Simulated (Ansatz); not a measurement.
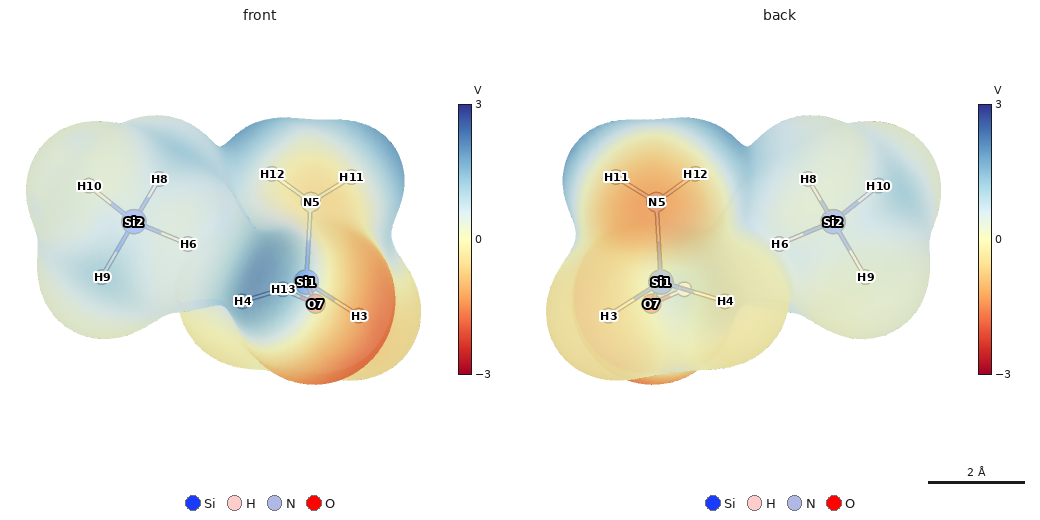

*H5NOSi···SiH4. The electrostatic potential painted on the density surface at 0.002 e/bohr³, seen from the front and from behind; the colour scale runs from red (negative) to blue (positive).*

Method: Ansatz, UKS B3LYP-D4/6-31G*.

```yaml
atoms:
  - { symbol: Si, position_ang: [-1.1955, 1.2330, -0.3781] }
  - { symbol: Si, position_ang: [0.9748, -2.0989, 0.4889] }
  - { symbol: H, position_ang: [-2.2683, 2.2355, -0.5568] }
  - { symbol: H, position_ang: [-1.6475, 0.0345, 0.3830] }
  - { symbol: N, position_ang: [0.0453, 1.9136, 0.6053] }
  - { symbol: H, position_ang: [0.8689, -1.4453, -0.8432] }
  - { symbol: O, position_ang: [-0.8068, 0.8192, -1.9480] }
  - { symbol: H, position_ang: [1.1507, -1.0487, 1.5249] }
  - { symbol: H, position_ang: [-0.2608, -2.8733, 0.7576] }
  - { symbol: H, position_ang: [2.1577, -2.9964, 0.4903] }
  - { symbol: H, position_ang: [0.4752, 2.8015, 0.3776] }
  - { symbol: H, position_ang: [0.6700, 1.3239, 1.1405] }
  - { symbol: H, position_ang: [-0.1639, 0.1016, -2.0420] }
```

Q: Which sites attract a positive test charge, and which a negative one?

A: A positive charge is drawn to the negative regions and a negative charge to the positive ones. The most negative region (about −1.7 V) lies over O7, the most positive (about +2.0 V) over H13. O7 is the likeliest acceptor of a hydrogen bond.
